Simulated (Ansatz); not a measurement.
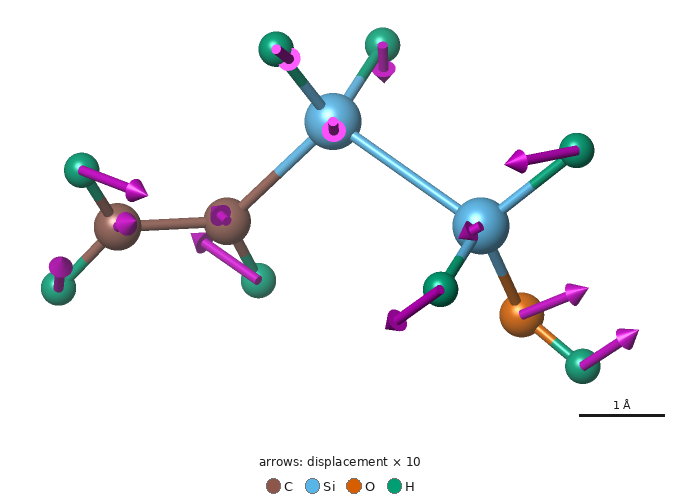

A relaxation of C$_{2}$H$_{8}$OSi$_{2}$. The starting structure is drawn; purple arrows show the displacements, 10 times their true length. The two geometries are superimposed by the best rigid fit.

A ball-and-stick model, seen at a tilt.

The start comes from PBE-D4/def2-SVP.

These are results of RKS PBE0-D4/def2-TZVP (Ansatz 0.2.0), not measurements. (force threshold 0.005 eV/Å; at most 150 steps)

Q: Describe the change and its energy.

A: The largest move after the best rigid fit is that of an H atom, 0.12 Å. By element the largest moves are H 0.12 Å, O 0.10 Å, Si 0.05 Å, C 0.05 Å. Among the contacts that change: O–Si 1.693 → 1.657 Å, H–Si 1.509 → 1.490 Å, C–C 1.348 → 1.330 Å, C–H 1.104 → 1.087 Å. Bond angles that change, for instance: Si–O–H 115.1° → 117.6°, Si–Si–O 103.9° → 106.1°. After 13 geometry steps the energy has fallen by 0.071 eV. The largest force component goes from 0.82 to 0.0032 eV/Å.
